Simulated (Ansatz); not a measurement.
# Scan of one atom of the cell for ZnSe (zinc blende)

Relaxed ZnSe (zinc blende):

```
ZnSe
1.0
    0.00000     2.83273     2.83273
    2.83273     0.00000     2.83273
    2.83273     2.83273     0.00000
Se Zn
1 1
Direct
  0.75000   0.75000   0.75000
  0.00000   0.00000   0.00000
```

In each cell atom 1 (Se, nearest neighbour Zn at 2.453 Å; its periodic images, 4.0 Å or more away, move with it) moves by s·(1.000, 0.000, 0.000) (along Cartesian x), the rest being held.

Level of theory: r2SCAN (plane waves to 500 eV, PAW, scalar-relativistic; Ansatz, a program for electronic structure). k mesh 8×8×8 (Γ-centred), Fermi-Dirac smearing 0.05 eV. The energy includes the smearing's −TS. ZnSe was relaxed with its symmetry unable to fall. ΔE is measured from the undisplaced structure.

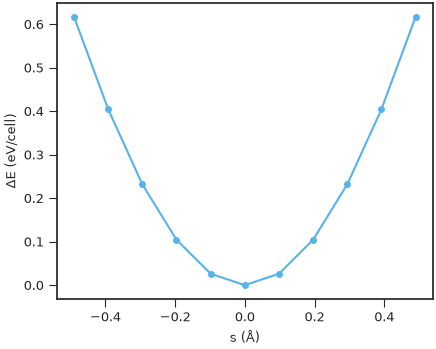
Fig. 1. ΔE (eV/cell) against s (Å); markers are the computed points, lines only join them.

The force constant k = d²E/ds² at s = 0 (finite differences) is 5.49 eV/Å² and the energy at s = 0.490 Å is 617 meV/cell. Shape of the curve: a single well with its minimum at or next to zero displacement. Harmonic estimate at the end of the scan: ½ks² = 660 meV/cell against the computed 617 meV/cell, so the well is softer than harmonic there. Symmetry of the curve: even: the same for both signs.

The forces along the line at the two nearest points give (0.536 − (-0.536)) / (2·0.098) = 5.47 eV/Å²; the next pair corrects for the finite step.

(For displaced atoms, the force is minus the slope of the energy, and its curvature is a force constant, which sets phonon frequencies.)
